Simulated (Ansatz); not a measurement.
**C2H6AlNSe (SMILES CN=C[Se][AlH2]): density, localisation and related maps**

```xyz
11

C    -1.2145    0.1346    1.3366
N    -0.8484    1.2665    0.5302
C    -0.5348    1.2117   -0.6901
Se   -0.3855   -0.4003   -1.8806
Al   -2.6619   -0.8233   -2.0870
H    -0.6562    0.1760    2.2951
H    -1.0324   -0.8500    0.8454
H    -2.2916    0.2110    1.5991
H    -0.2517    2.1318   -1.2370
H    -3.7040    0.0761   -1.2784
H    -3.0638   -2.0213   -3.0616
```

Computed with RKS PBE-D4/def2-SVP (Ansatz 0.2.0).

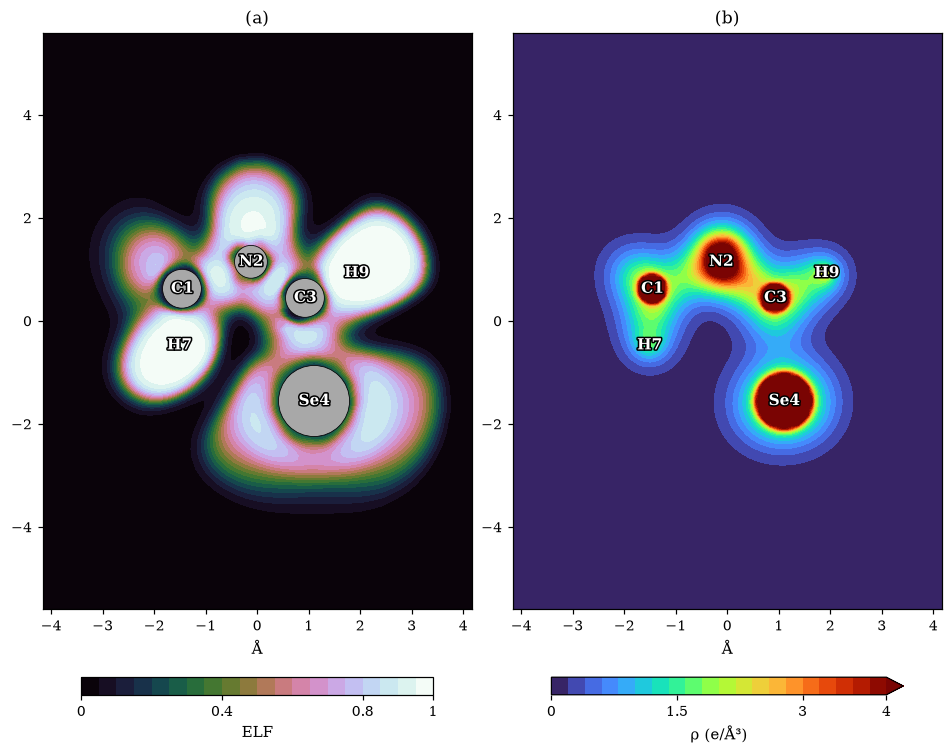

Figure 1. (a) electron localisation function; (b) electron density on the plane of atoms C1, N2 and C3. Grey discs cover the atomic cores in the ELF map.

What does the map show?

Answer.
- The section cuts through C, N, Se and H sites.
- C–N (1.26 Å): the density is about 2.8 e/Å³ at the midpoint; the ELF peaks at about 0.90 between the atoms (a short, multiple covalent bond).
- C–Se (2.01 Å): the density is about 0.88 e/Å³ at the midpoint; the ELF peaks at about 0.90 between the atoms, as expected for localised, covalent bonding.
- C–H (1.11 Å): ρ is about 1.9 e/Å³ halfway; the ELF climbs to about 1 towards the hydrogen, as it does in any bond to H (a covalent bond by its length).
- C–N (1.44 Å): ρ is about 2 e/Å³ halfway; the ELF peaks at about 0.95 between the atoms: a shared electron pair.
- The ELF also peaks beside Se4 and N2, away from the bonds: lone-pair regions.

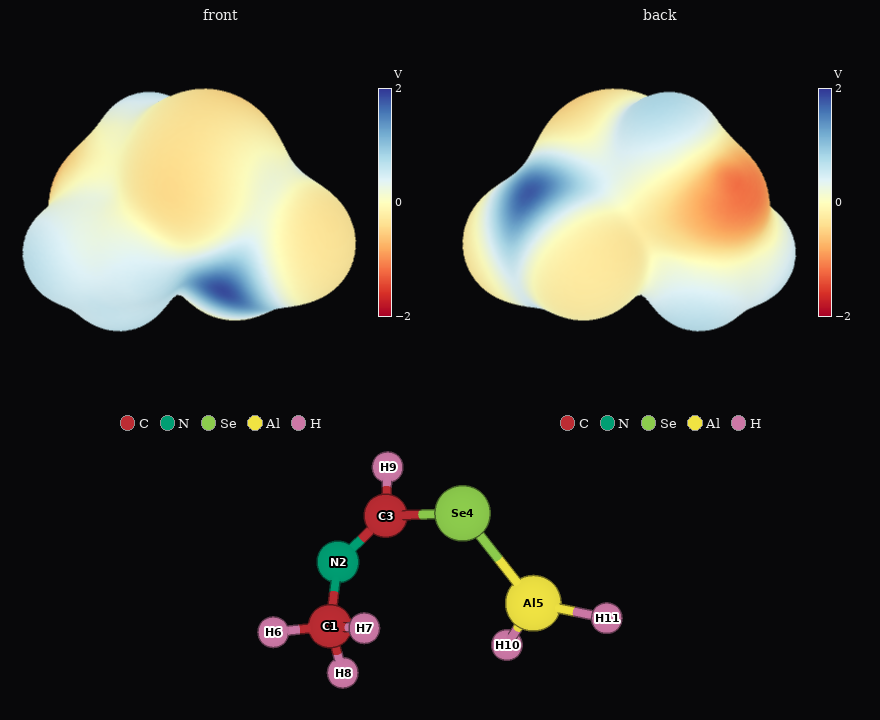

Figure 2. The molecular electrostatic potential painted on the density surface at 0.001 e/bohr³, seen from the front and from behind; red is negative and blue positive. The bare structure is drawn below in the same view.

Describe the electrostatic potential map.

Answer. The most negative region (about −1.1 V) lies over N2, the most positive (about +1.7 V) over Al5. N2 is the likeliest acceptor of a hydrogen bond.

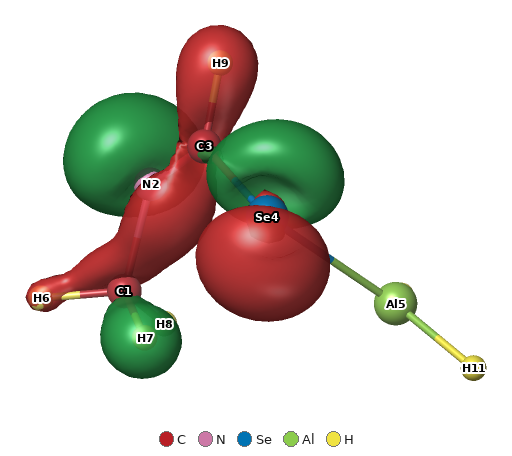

Figure 3. The HOMO at ±0.15 Å⁻³ᐟ² (green and red are the two phases), seen at a tilt.

What is the character of this orbital?

Answer. Its weight (Hirshfeld) is mainly on N2 (about 40 %), Se4 (about 30 %), C3 (about 10 %) and C1 (about 10 %). Its energy is −5.84 eV.
